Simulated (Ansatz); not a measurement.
```xyz
9

B    -0.4825    0.6340   -1.1435
C     0.7178    0.1777   -0.3503
Al   -0.0844   -0.6928    1.2419
H    -1.0125   -0.1001   -1.9315
H    -0.9878    1.7021   -0.9318
H     1.3315    0.9584    0.1101
H     1.3095   -0.6390   -0.7755
H    -0.3640   -2.2515    1.2149
H    -0.3392    0.1649    2.5487
```

Geometry: PBE0-D4/def2-TZVP.

Method: RKS PBE0-D4/def2-TZVPP in Ansatz 0.2.0.

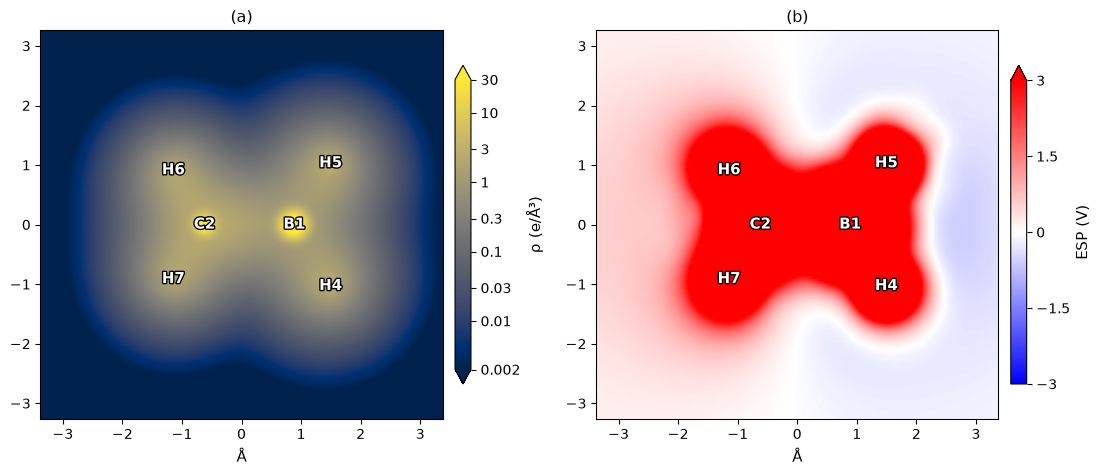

CH$_{6}$AlB. (a) electron density; (b) molecular electrostatic potential on the plane of atoms H4, B1 and H5.

**Describe what can be read from this map.**

Atoms in the plane: B, C and H.
C–B (1.51 Å): ρ is about 1.5 e/Å³ halfway.
C–H (1.09 Å): ρ at the midpoint is about 1.9 e/Å³.
B–H (1.20 Å): ρ at the midpoint is about 1.2 e/Å³.
Outside the dense part of the molecule the potential is most negative (−0.6 V) near H4 and H5.
